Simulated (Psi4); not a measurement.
## Geometry relaxation of ZnNH₃O (part 2 of 2)

ZnNH₃O, SMILES [NH2][Zn][OH]; BP86/6-31G, RKS (Psi4 1.11). The atoms were displaced at random from an optimised geometry.

Geometry of the input (Å):
```
N  -1.1169  0.0270  -0.9317
Zn 0.2608  -0.2119  0.0873
O  1.6690  -0.7126  1.1407
H  -0.9403  0.9458  -1.6420
H  -1.9214  0.2098  -0.6716
H  1.9376  -0.1867  1.8524
```

**Trajectory as extended XYZ, continued**
```
6
Properties=species:S:1:pos:R:3:forces:R:3 step=3 energy=-52003.34576
N    -1.1196    0.0914   -1.0138    3.1178   0.8865  -1.0192
Zn    0.2706   -0.2216    0.1129   -0.3691  -0.0441  -0.1080
O     1.6396   -0.7274    1.1095   -0.3339  -0.4130  -0.7029
H    -0.9491    0.9044   -1.6520   -0.0764  -0.7602   0.1626
H    -2.0152    0.1980   -0.6540   -2.6102  -0.0766   1.0787
H     1.9201   -0.1766    1.8532    0.2712   0.4074   0.5890
6
Properties=species:S:1:pos:R:3:forces:R:3 step=4 energy=-52003.43588
N    -1.0886    0.0955   -1.0243   -0.3988   0.5022   0.5397
Zn    0.2664   -0.2220    0.1158   -0.1752  -0.0059  -0.0173
O     1.6317   -0.7296    1.1053    0.0043  -0.0674  -0.0437
H    -0.9551    0.8981   -1.6445    0.1721   0.0035  -0.4315
H    -2.0472    0.2019   -0.6404    0.3498  -0.4299  -0.0807
H     1.9187   -0.1723    1.8611    0.0490  -0.0014   0.0315
6
Properties=species:S:1:pos:R:3:forces:R:3 step=5 energy=-52003.45028
N    -1.0905    0.1038   -1.0190    0.0101   0.4306   0.4068
Zn    0.2660   -0.2231    0.1151   -0.1367  -0.0142   0.0053
O     1.6343   -0.7319    1.1039   -0.0063  -0.0128  -0.0084
H    -0.9501    0.8958   -1.6511    0.1048  -0.0207  -0.3802
H    -2.0419    0.1941   -0.6411    0.0099  -0.3377   0.0091
H     1.9218   -0.1732    1.8611    0.0190  -0.0443  -0.0346
6
Properties=species:S:1:pos:R:3:forces:R:3 step=6 energy=-52003.47956
N    -1.0878    0.1342   -1.0004    0.6251   0.3588   0.0531
Zn    0.2632   -0.2276    0.1126    0.1097  -0.0465   0.1611
O     1.6412   -0.7378    1.0997   -0.1200   0.0118  -0.0943
H    -0.9355    0.8876   -1.6781   -0.1006  -0.1507  -0.1466
H    -2.0336    0.1661   -0.6428   -0.5165  -0.1384   0.0647
H     1.9299   -0.1789    1.8565    0.0030  -0.0345  -0.0402
6
Properties=species:S:1:pos:R:3:forces:R:3 step=7 energy=-52003.50008
N    -1.0809    0.1676   -0.9845    0.5329   0.2547   0.0220
Zn    0.2612   -0.2328    0.1118    0.1941  -0.0075   0.1783
O     1.6424   -0.7434    1.0916   -0.0585   0.0501   0.0160
H    -0.9269    0.8774   -1.7067   -0.2272  -0.1838   0.0028
H    -2.0348    0.1382   -0.6470   -0.4038  -0.0210  -0.0992
H     1.9348   -0.1846    1.8500   -0.0367  -0.0922  -0.1231
6
Properties=species:S:1:pos:R:3:forces:R:3 step=8 energy=-52003.51435
N    -1.0714    0.2093   -0.9657   -0.0096   0.1247   0.0671
Zn    0.2595   -0.2393    0.1112    0.2257   0.0585   0.1393
O     1.6410   -0.7501    1.0812   -0.0049  -0.0352   0.0202
H    -0.9242    0.8617   -1.7418   -0.2890  -0.2170   0.1561
H    -2.0410    0.1045   -0.6586    0.0860   0.1129  -0.3402
H     1.9369   -0.1941    1.8375   -0.0073  -0.0438  -0.0463
6
Properties=species:S:1:pos:R:3:forces:R:3 step=9 energy=-52003.51982
N    -1.0705    0.2215   -0.9608   -0.1176  -0.0012   0.1831
Zn    0.2601   -0.2409    0.1116    0.1069   0.1115   0.0357
O     1.6382   -0.7534    1.0770    0.0673  -0.0667   0.0708
H    -0.9300    0.8535   -1.7503   -0.2331  -0.1255   0.0693
H    -2.0439    0.0965   -0.6682    0.1702   0.1213  -0.3359
H     1.9354   -0.1978    1.8324    0.0070  -0.0393  -0.0267
6
Properties=species:S:1:pos:R:3:forces:R:3 step=10 energy=-52003.52978
N    -1.0701    0.2432   -0.9469   -0.2787  -0.0699   0.1371
Zn    0.2616   -0.2423    0.1113   -0.0455   0.1630  -0.0868
O     1.6336   -0.7638    1.0696    0.1214  -0.1618   0.0477
H    -0.9489    0.8325   -1.7677   -0.0638  -0.0298  -0.0108
H    -2.0492    0.0823   -0.6962    0.1914   0.0690  -0.1903
H     1.9313   -0.2080    1.8205    0.0759   0.0298   0.0997
6
Properties=species:S:1:pos:R:3:forces:R:3 step=11 energy=-52003.53319
N    -1.0726    0.2467   -0.9419   -0.1718  -0.0620   0.0882
Zn    0.2625   -0.2409    0.1108   -0.0655   0.1473  -0.0886
O     1.6332   -0.7713    1.0682    0.1133  -0.1161   0.0702
H    -0.9593    0.8225   -1.7708    0.0297   0.0365  -0.0895
H    -2.0506    0.0798   -0.7095    0.0228  -0.0067  -0.0549
H     1.9304   -0.2123    1.8185    0.0722   0.0014   0.0716
6
Properties=species:S:1:pos:R:3:forces:R:3 step=12 energy=-52003.53486
N    -1.0747    0.2523   -0.9355   -0.1459   0.0268  -0.0941
Zn    0.2626   -0.2397    0.1098    0.0205   0.0969  -0.0155
O     1.6350   -0.7797    1.0678    0.0421  -0.0575   0.0390
H    -0.9642    0.8135   -1.7779    0.0539  -0.0155   0.0089
H    -2.0523    0.0727   -0.7189   -0.0360  -0.0331   0.0092
H     1.9318   -0.2174    1.8171    0.0658  -0.0170   0.0495
6
Properties=species:S:1:pos:R:3:forces:R:3 step=13 energy=-52003.53585
N    -1.0787    0.2505   -0.9357    0.0192   0.0105  -0.0522
Zn    0.2630   -0.2378    0.1093    0.0527   0.0629   0.0232
O     1.6370   -0.7853    1.0699   -0.0240   0.0128   0.0204
H    -0.9653    0.8095   -1.7777    0.0480   0.0169  -0.0394
H    -2.0539    0.0704   -0.7211   -0.1432  -0.0548   0.0398
H     1.9337   -0.2204    1.8192    0.0476  -0.0478   0.0054
6
Properties=species:S:1:pos:R:3:forces:R:3 step=14 energy=-52003.53659
N    -1.0814    0.2525   -0.9345    0.0336   0.0079  -0.0606
Zn    0.2634   -0.2367    0.1090    0.0567   0.0484   0.0341
O     1.6377   -0.7903    1.0704   -0.0580   0.0489   0.0093
H    -0.9649    0.8051   -1.7817    0.0192  -0.0099   0.0090
H    -2.0570    0.0641   -0.7233   -0.0899  -0.0331   0.0205
H     1.9358   -0.2246    1.8195    0.0386  -0.0616  -0.0148
6
Properties=species:S:1:pos:R:3:forces:R:3 step=15 energy=-52003.53717
N    -1.0843    0.2512   -0.9355    0.0489  -0.0262  -0.0048
Zn    0.2642   -0.2354    0.1090    0.0193   0.0483   0.0194
O     1.6370   -0.7938    1.0714   -0.0755   0.0522  -0.0118
H    -0.9642    0.8017   -1.7836   -0.0098  -0.0100   0.0092
H    -2.0606    0.0589   -0.7241   -0.0226  -0.0093  -0.0061
H     1.9381   -0.2295    1.8201    0.0399  -0.0544  -0.0081
6
Properties=species:S:1:pos:R:3:forces:R:3 step=16 energy=-52003.53769
N    -1.0864    0.2477   -0.9366    0.0452  -0.0452   0.0297
Zn    0.2652   -0.2336    0.1091   -0.0283   0.0517   0.0017
O     1.6349   -0.7967    1.0721   -0.0680   0.0439  -0.0172
H    -0.9642    0.7981   -1.7844   -0.0271  -0.0086   0.0053
H    -2.0639    0.0544   -0.7252    0.0373   0.0048  -0.0202
H     1.9406   -0.2354    1.8207    0.0408  -0.0460  -0.0010
6
Properties=species:S:1:pos:R:3:forces:R:3 step=17 energy=-52003.53850
N    -1.0888    0.2389   -0.9388    0.0260  -0.0516   0.0512
Zn    0.2668   -0.2302    0.1094   -0.0872   0.0497  -0.0085
O     1.6305   -0.8012    1.0731   -0.0456   0.0237  -0.0212
H    -0.9649    0.7915   -1.7848   -0.0419  -0.0039  -0.0074
H    -2.0682    0.0473   -0.7276    0.1077   0.0132  -0.0252
H     1.9461   -0.2467    1.8217    0.0406  -0.0302   0.0101
6
Properties=species:S:1:pos:R:3:forces:R:3 step=18 energy=-52003.53933
N    -1.0897    0.2277   -0.9412   -0.0041  -0.0318   0.0313
Zn    0.2682   -0.2261    0.1098   -0.1143   0.0382   0.0053
O     1.6254   -0.8061    1.0737   -0.0148   0.0061  -0.0138
H    -0.9659    0.7836   -1.7850   -0.0447  -0.0004  -0.0191
H    -2.0706    0.0396   -0.7307    0.1436   0.0083  -0.0139
H     1.9535   -0.2602    1.8227    0.0337  -0.0196   0.0101
6
Properties=species:S:1:pos:R:3:forces:R:3 step=19 energy=-52003.54015
N    -1.0887    0.2163   -0.9438   -0.0336   0.0042  -0.0196
Zn    0.2690   -0.2219    0.1104   -0.0974   0.0194   0.0412
O     1.6208   -0.8109    1.0736    0.0119  -0.0068  -0.0036
H    -0.9668    0.7749   -1.7861   -0.0369   0.0021  -0.0278
H    -2.0700    0.0312   -0.7343    0.1334  -0.0056   0.0078
H     1.9627   -0.2748    1.8231    0.0216  -0.0123   0.0028
6
Properties=species:S:1:pos:R:3:forces:R:3 step=20 energy=-52003.54092
N    -1.0860    0.2074   -0.9468   -0.0440   0.0361  -0.0726
Zn    0.2690   -0.2182    0.1116   -0.0511   0.0017   0.0794
O     1.6177   -0.8156    1.0722    0.0291  -0.0129   0.0063
H    -0.9671    0.7659   -1.7895   -0.0248   0.0043  -0.0313
H    -2.0663    0.0218   -0.7382    0.0828  -0.0197   0.0282
H     1.9727   -0.2893    1.8223    0.0070  -0.0084  -0.0086
6
Properties=species:S:1:pos:R:3:forces:R:3 step=21 energy=-52003.54173
N    -1.0824    0.2009   -0.9510   -0.0295   0.0504  -0.1034
Zn    0.2684   -0.2148    0.1134    0.0035  -0.0096   0.1023
O     1.6157   -0.8212    1.0695    0.0366  -0.0150   0.0135
H    -0.9669    0.7558   -1.7964   -0.0134   0.0076  -0.0300
H    -2.0600    0.0098   -0.7429    0.0103  -0.0272   0.0387
H     1.9844   -0.3050    1.8199   -0.0082  -0.0050  -0.0195
6
Properties=species:S:1:pos:R:3:forces:R:3 step=22 energy=-52003.54242
N    -1.0789    0.1979   -0.9562    0.0003   0.0356  -0.0878
Zn    0.2675   -0.2121    0.1157    0.0358  -0.0083   0.0903
O     1.6152   -0.8269    1.0659    0.0309  -0.0162   0.0114
H    -0.9665    0.7465   -1.8059   -0.0076   0.0107  -0.0229
H    -2.0536   -0.0028   -0.7478   -0.0435  -0.0214   0.0308
H     1.9952   -0.3192    1.8162   -0.0162   0.0010  -0.0199
6
Properties=species:S:1:pos:R:3:forces:R:3 step=23 energy=-52003.54279
N    -1.0774    0.1980   -0.9603    0.0237   0.0036  -0.0378
Zn    0.2669   -0.2109    0.1175    0.0271   0.0025   0.0504
O     1.6158   -0.8307    1.0631    0.0175  -0.0176   0.0014
H    -0.9664    0.7417   -1.8132   -0.0078   0.0120  -0.0153
H    -2.0503   -0.0104   -0.7510   -0.0479  -0.0067   0.0120
H     2.0005   -0.3264    1.8130   -0.0126   0.0076  -0.0088
6
Properties=species:S:1:pos:R:3:forces:R:3 step=24 energy=-52003.54291
N    -1.0775    0.1981   -0.9624    0.0312  -0.0157  -0.0014
Zn    0.2668   -0.2105    0.1183    0.0040   0.0104   0.0191
O     1.6164   -0.8320    1.0621    0.0110  -0.0153  -0.0018
H    -0.9668    0.7412   -1.8157   -0.0088   0.0114  -0.0119
H    -2.0503   -0.0120   -0.7520   -0.0293   0.0025   0.0006
H     2.0010   -0.3275    1.8117   -0.0079   0.0082  -0.0028
```

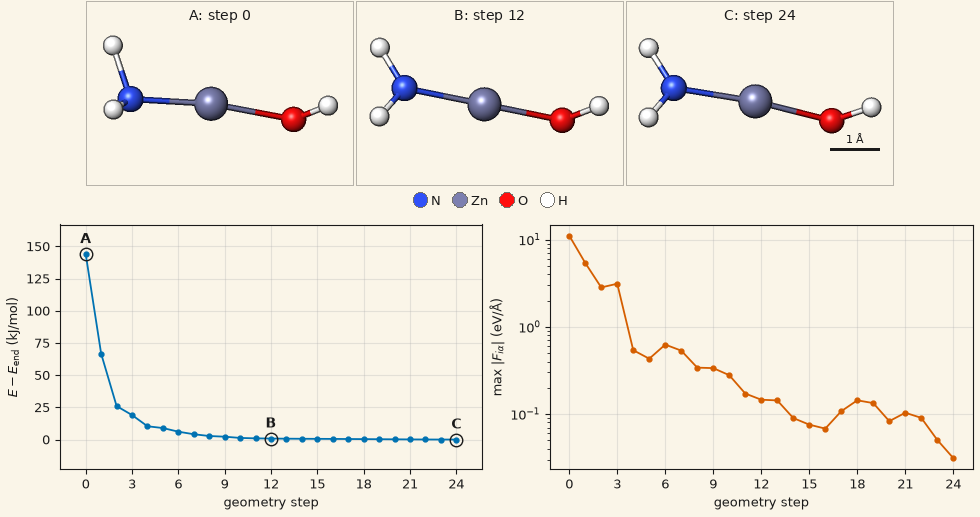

Fig. 1: Frames of the relaxation (ball-and-stick view, seen at a tilt) above the curves, on which the letters mark them (steps are counted from 0).

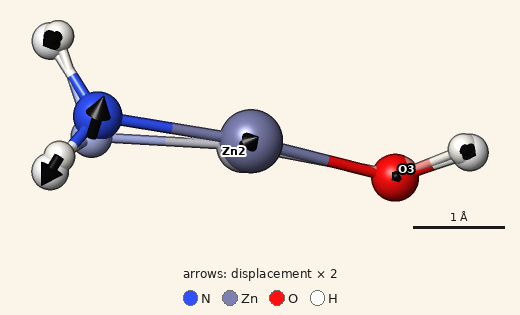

Fig. 2: Start (faint) and end (solid) with the displacements as black arrows, magnified 2 times (ball-and-stick view, seen at a tilt). The two geometries are laid on each other by the best rigid fit. N1 moves most after the best rigid fit: 0.26 Å. Largest moves by element: N 0.26 Å, H 0.19 Å, Zn 0.13 Å, O 0.05 Å. Among the contacts that change: N1–H4 1.175 → 1.018 Å, N1–H5 0.865 → 1.017 Å, Zn2–O3 1.829 → 1.760 Å, O3–H6 0.925 → 0.982 Å. Among the angles that change: H4–N1–H5 99.0° → 112.8°, Zn2–N1–H4 110.1° → 123.5°, Zn2–N1–H5 126.3° → 123.5°. After 24 geometry steps the energy has fallen by 144.0 kJ/mol. The largest force component goes from 11 to 0.031 eV/Å. (Atoms are counted from 1 in the order of the input.)

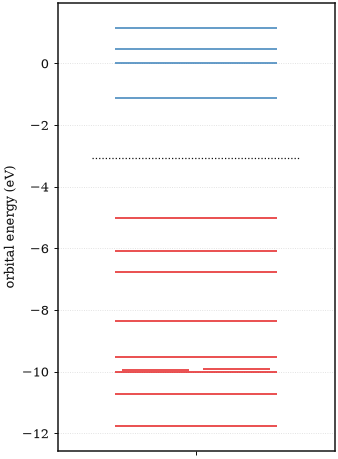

Fig. 3: Orbital energies near the frontier; the dotted line parts filled from empty levels, and levels within 0.02 eV of each other stand side by side. Highest filled −5.02 eV, lowest empty −1.13 eV, 3.89 eV apart.

**Key numbers**

| quantity | value |
| --- | --- |
| outcome | converged |
| total energy | −1911.094953 hartree |
| basis functions | 53 |
| HOMO | −5.02 eV |
| LUMO | −1.13 eV |
| dipole moment | 2.13 D |
| wall time | 1.8 min |
| peak memory | 0.82 GiB |
